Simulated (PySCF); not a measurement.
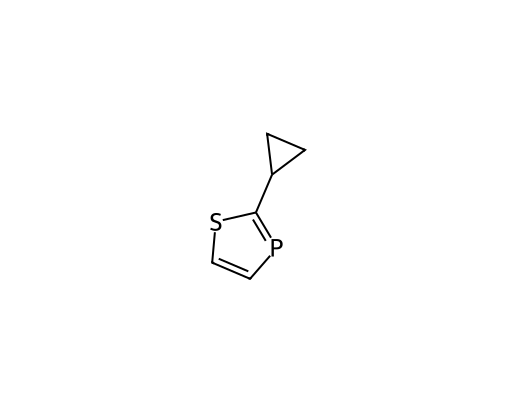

Skeletal drawing of a molecule.

> Write the SMILES.

c1csc(C2CC2)p1

> What is the molecular formula?

C6H7PS.

> An optimisation with GFN2-xTB gave a structure of which point group?

Cs. Other conformers may differ.

The parts below concern this one geometry. Atoms keep their numbers from picture to picture. The geometry was computed by an optimisation with GFN2-xTB. No frequency run is at hand to confirm it as a minimum.

**Dipole moment**

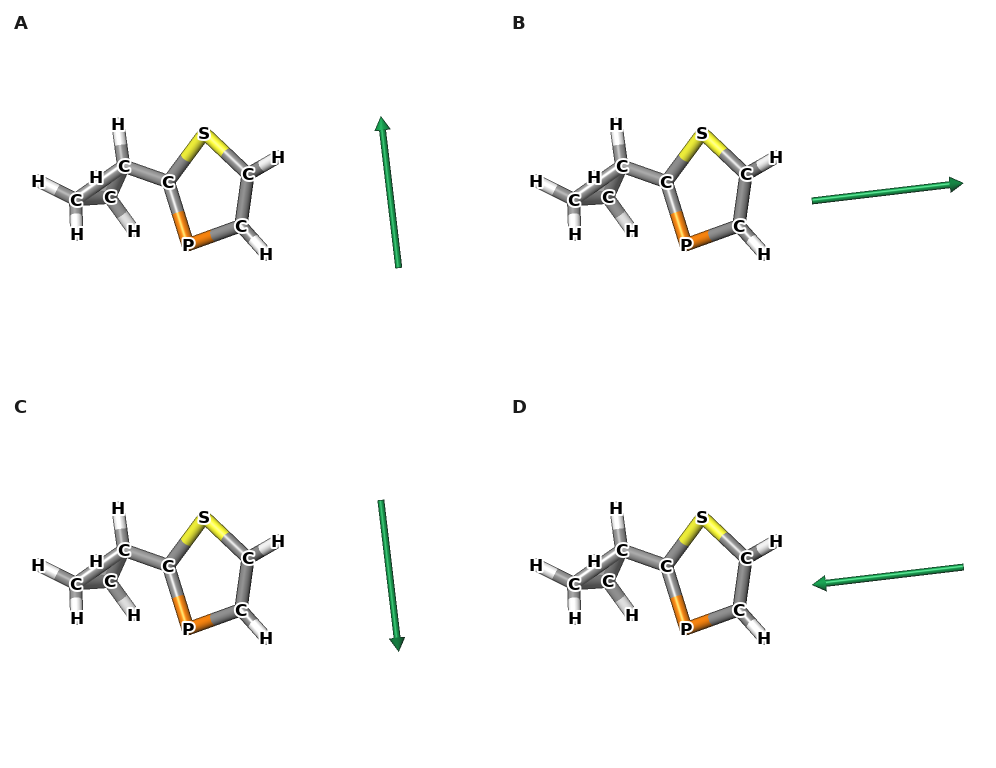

The same molecule four times, each with an arrow. No frequency run is at hand to confirm it as a minimum. Level of theory: CAM-B3LYP/def2-SVPD, gas phase (PySCF 2.14.0).

> Which arrow points along the dipole moment, from the negative to the positive end?

A. The dipole moment is 0.98 D.

**Polarisability**

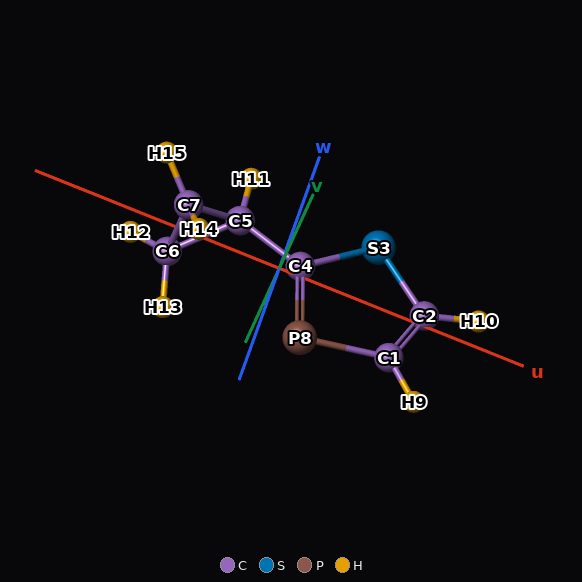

The lines u, v and w are the principal axes of the static dipole polarisability. No frequency run is at hand to confirm it as a minimum. Level of theory: CAM-B3LYP/def2-SVPD (PySCF 2.14.0).

> Along which axis is the molecule most polarisable, and along which least?

Most along u (close to the long direction C2···C6), least along v (nearly parallel to the C6–C7 bond).

> Give the three principal values.

u 134.2, v 76.3, w 114.9 bohr³; mean 108.5, anisotropy 51.1 bohr³.

**Electronic properties**

No frequency run is at hand to confirm it as a minimum. Properties computed with CAM-B3LYP/def2-SVPD, gas phase (PySCF 2.14.0). Excitations: vertical, linear response.

> Give the HOMO energy (Kohn–Sham orbital) at this level.

−7.53 eV.

> What is the lowest vertical singlet excitation?

4.59 eV.

> Estimate the brightest of the 8 lowest singlets.

6.02 eV.

> Estimate the HOMO–LUMO gap.

7.35 eV.

The geometry is semi-empirical. Around P such bond lengths and angles can be off by a tenth of an ångström or more and by several degrees, and values that hang on the shape move with them.
